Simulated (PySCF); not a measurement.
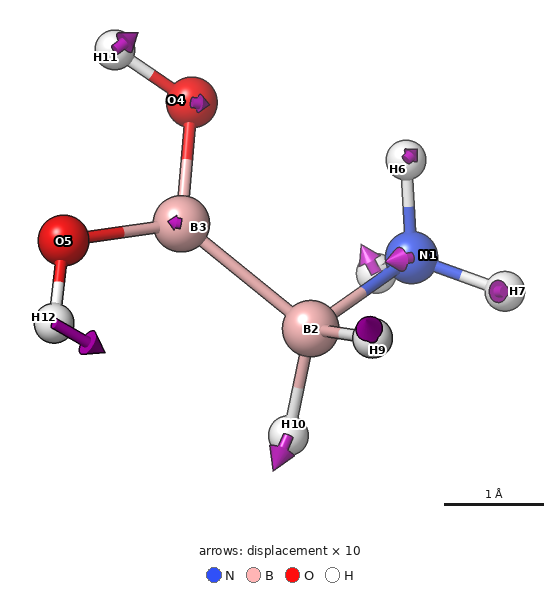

A relaxation of B$_{2}$NH$_{7}$O$_{2}$. The starting structure is drawn; purple arrows show the displacements, 10 times their true length. The two geometries are superimposed by the best rigid fit.

Style: ball-and-stick. Shown at a tilt.

The start comes from GFN2-xTB.

Theory: PBE0-D3(BJ)/def2-SVP geometry optimisation, gas phase in PySCF 2.14.0, density-fitted response routines. 

Which element moves most?

Answer. Hydrogen: up to 0.068 Å, against 0.034 Å for nitrogen.

What did the optimiser do to the structure, and how much energy did it gain?

Answer. Over 6 geometry steps the energy falls by 1.33 kcal/mol. The largest force component goes from 0.67 to 0.018 eV/Å. An H atom moves most after the best rigid fit: 0.068 Å. Largest moves by element: H 0.068 Å, N 0.034 Å, O 0.021 Å, B 0.015 Å. Among the contacts that change: B–H 1.198 → 1.230 Å, B–N 1.658 → 1.632 Å, B–B 1.697 → 1.709 Å, B–O 1.380 → 1.372 Å. Bond angles that change, for instance: B–O–H 114.7° → 110.7°, B–N–H 105.2° → 108.2°, H–N–H 108.8° → 106.2°.
